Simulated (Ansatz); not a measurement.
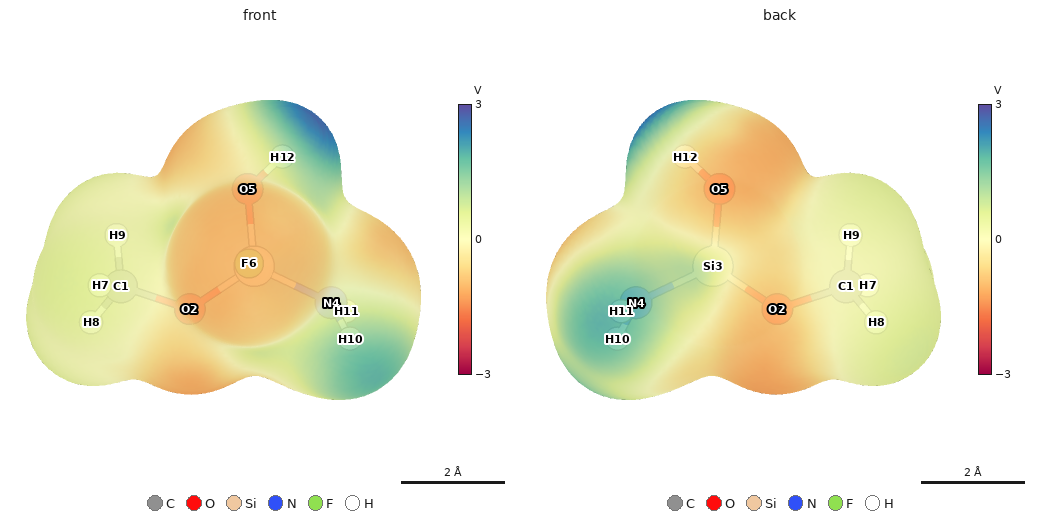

Figure 1: CH$_{6}$FNO$_{2}$Si. The electrostatic potential painted on the density surface at 0.002 e/bohr³, seen from the front and from behind; the colour scale runs from red (negative) to blue (positive).

Geometry: PBE0-D4/def2-TZVP.

All numbers below come from RKS PBE0-D4/def2-TZVPP in Ansatz 0.2.0.

The calculation's input:

```
crystal:
  periodic: [false, false, false]
  atoms:
    - {symbol: C, position_ang: [-0.124051, 1.694072, 1.110315]}
    - {symbol: O, position_ang: [0.309429, 0.367727, 0.891914]}
    - {symbol: Si, position_ang: [0.168347, -0.442379, -0.502295]}
    - {symbol: N, position_ang: [0.590215, -2.074849, -0.380186]}
    - {symbol: O, position_ang: [-1.369755, -0.228315, -0.998374]}
    - {symbol: F, position_ang: [1.173228, 0.170488, -1.579044]}
    - {symbol: H, position_ang: [0.500758, 2.406000, 0.562115]}
    - {symbol: H, position_ang: [-0.039648, 1.905982, 2.177175]}
    - {symbol: H, position_ang: [-1.165416, 1.826775, 0.803678]}
    - {symbol: H, position_ang: [1.551969, -2.349529, -0.493953]}
    - {symbol: H, position_ang: [0.106741, -2.680353, 0.262038]}
    - {symbol: H, position_ang: [-1.624816, -0.650718, -1.819482]}
basis:
  gaussian: {orbitals: def2-TZVPP}
hamiltonian: {xc: pbe0, dispersion: d4}
output: {orbitals: {seedname: orbitals}}
```

Run with:

```sh
ansatz run in.yaml --threads 4 --pin off --events-out ev --progress --plain --max-ram 10444MiB
```

Q: Where is the surface potential most negative and most positive?

A: The most negative region (about −1.2 V) lies over O2, the most positive (about +2.6 V) over H12. O2 is the likeliest acceptor of a hydrogen bond.
